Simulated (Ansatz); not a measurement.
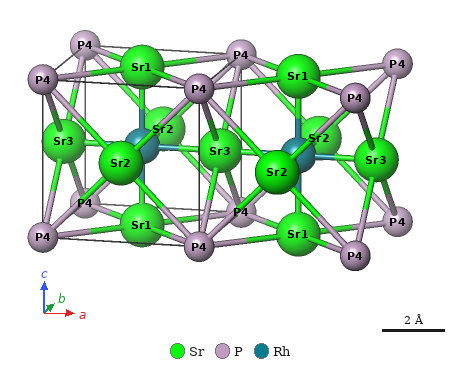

Solid Sr3PRh (a generated structure, set up in Pm-3m) (coarse preliminary run), before the relaxation. A ball-and-stick model of the cell of the calculation, repeated 2 × 1 × 1 with one cell outlined, seen slightly off an axis.

Theory: Ansatz 0.2.0, DFT PBE, scalar-relativistic, plane waves, PAW.

Input file:
```yaml
crystal:
  lattice:
    - [5.25239642, 0.0, 0.0]
    - [0.0, 5.25239642, 0.0]
    - [0.0, 0.0, 5.25239642]
  atoms:
    - { symbol: Sr, position: [0.5, 0.5, 0.0] }
    - { symbol: Sr, position: [0.5, 0.0, 0.5] }
    - { symbol: Sr, position: [0.0, 0.5, 0.5] }
    - { symbol: P, position: [0.0, 0.0, 0.0] }
    - { symbol: Rh, position: [0.5, 0.5, 0.5] }
basis:
  ecutwfc: 420
kpoints:
  mp_grid: { grid: [4, 4, 4] }
hamiltonian:
  xc: pbe
scf:
  occupations: { method: gaussian, width: 0.1 }
  lower_state_search: "off"
output:
  forces: true
  stress: true
  eigenvalues: true
relax:
  adjacent_minimum: "off"
  f_tol: 0.04
  max_steps: 70
  cell: { stress_tol: 0.4 }
```

Launched with:
```bash
ansatz run input.yaml --threads 1 --pin off --max-ram 2048MiB --backend cpu --events-out ev --progress --plain --runs-dir out
```

Predict the outcome.

The energy falls by 105 meV per atom in 2 accepted moves (3 points after the start). All forces vanish by symmetry, so only the cell relaxes. The pressure goes from 7.39 to 0.20 GPa. At 1 point the geometry stayed and the basis and grid were re-selected for the new cell (energy shift of 0.6 meV per atom at most each time). No atom moves by more than 0.005 Å relative to the cell. The volume changes by +17.5 %, with a = b = c 5.252 → 5.543 Å (+5.5 %). Near-neighbour distances that change, for instance: Sr1–P4 3.714 → 3.919 Å, Sr1–Rh5 2.626 → 2.771 Å. The space group stays Pm-3m (No. 221). Cost: 14 s on 1 thread of Arm Neoverse V1, with other jobs on the host, peak memory 0.4 GiB.

Final geometry:

```
CELL_PARAMETERS angstrom
5.54253 0.00000 0.00000
0.00000 5.54253 0.00000
0.00000 0.00000 5.54253
ATOMIC_POSITIONS crystal
Sr 0.50000 0.50000 0.00000
Sr 0.50000 0.00000 0.50000
Sr 0.00000 0.50000 0.50000
P 0.00000 0.00000 0.00000
Rh 0.50000 0.50000 0.50000
```

After the run, drawn alike:

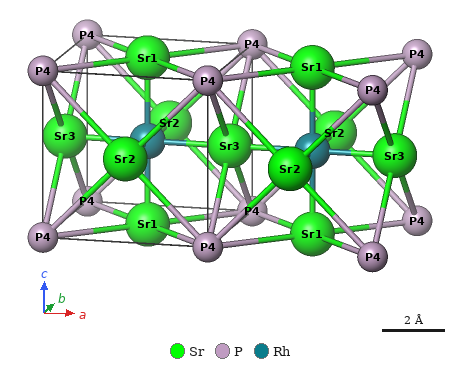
